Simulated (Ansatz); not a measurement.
These are PBE (plane waves to 420 eV, PAW; Ansatz, a quantum-chemistry and plane-wave program) values and carry that method's errors.

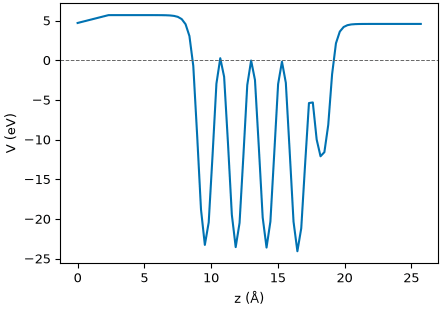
Figure: Electrostatic potential energy of an electron, averaged over planes parallel to the surface, in eV from the Fermi level, for S on the 1x1 (111) surface of fcc Pt, one in a 1x1 cell, started at the site 'bridge Pt-Pt (span 2.8 Å)'

Set-up: 5 atoms, 6.9 Å thick at the start under the adsorbate (thin: gaps and levels are the slab's own); mesh 12x12x1; 0.1 eV smearing; dipole correction on; 2 atoms held, the rest relaxed; start symmetry kept, larger cells not searched; no spin, no spin-orbit, no U, no dispersion correction. At the end it is bonded to 3 Pt. In PBE it is, or lies within 0.03 eV of, the lowest of the starts that converged.

Problem. The surface cell has an area of 6.82 Å². What dipole along the normal does the step between the two vacuum levels imply?

Solution. the top vacuum level lies 1.11 eV below the bottom one; p = −ε₀ A ΔV (ε₀ = 0.005526 e/(V·Å)) gives 0.04 e·Å a cell.
